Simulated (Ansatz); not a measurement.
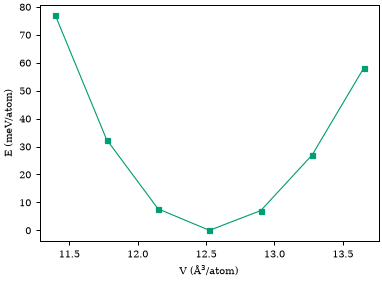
Fig. 1. V (bcc (W type), Im-3m) under volume change, LDA in the plane-wave PAW code Ansatz, scaled uniformly.

Task: What does a third-order Birch–Murnaghan fit give for V₀, B₀ and B′?

Result: V₀ = 12.52 Å³/atom, B₀ = 210 GPa, B′ = 3.8.

The cell was relaxed with LDA under the symmetry of its start. The run is not spin-polarised.

Potentials: the earlier of the program's two PAW sets. The files were generated under PBE; for other functionals the program regenerates the frozen cores, and for LDA and PBEsol the local potential too.
